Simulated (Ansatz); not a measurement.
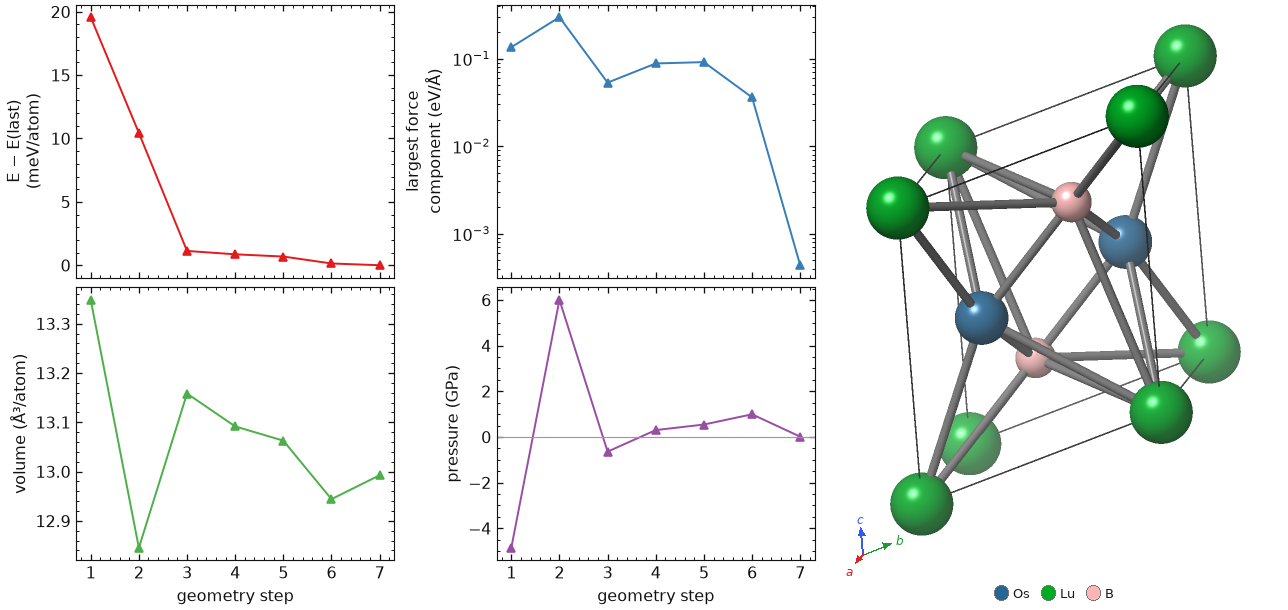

Beside the plot: the structure at the start.

History of a geometry optimisation. Atoms and cell relax. A closing SCF on a freshly chosen basis isn't drawn.

```
crystal:
  lattice:
    - [0.0, 3.858415, 0.0]
    - [3.858415, 0.0, 0.0]
    - [1.929208, 1.929208, -4.483112]
  atoms:
    - { symbol: Os, position: [0.75, 0.25, 0.5] }
    - { symbol: Os, position: [0.25, 0.75, 0.5] }
    - { symbol: Lu, position: [0.0, 0.0, 0.0] }
    - { symbol: B, position: [0.375, 0.375, 0.25] }
    - { symbol: B, position: [0.625, 0.625, 0.75] }
  symmetry: { tolerance: 0.0003 }
kpoints:
  mp_grid: { grid: [5, 5, 5], shift: [0, 0, 0] }
magnetization:
  noncollinear: true
  spin_orbit: true
scf:
  occupations: { method: fermi_dirac }
hamiltonian:
  pseudopotentials: { kind: paw_fr }
  xc: r2scan
basis:
  ecutwfc: 500
output:
  forces: true
  stress: true
  eigenvalues: true
relax:
  max_steps: 40
  cell: {}
```

Command:
```bash
ansatz run input.yaml --threads 1 --pin off --max-ram 2560MiB --backend cpu --events-out ev --progress --plain --runs-dir out
```

How did the optimisation end?

Answer. The optimisation met its thresholds at geometry 7, counting the start as the first. The energy fell by about 20 meV/atom from the first step to the last. The largest force component goes from about 0.14 eV/Å at the start to 4 × 10⁻⁴ eV/Å at the end, with a peak of 0.3 eV/Å at step 2.

What happens to the cell?

Answer. The volume shrinks from 13.35 to 12.99 Å³ per atom (−2.7 %), overshooting to 12.85 at step 2, as the pressure goes from −4.9 GPa to about 0 GPa. The start was expanded.

By which step was nine tenths of the energy gained?

Answer. By step 3 of 7.
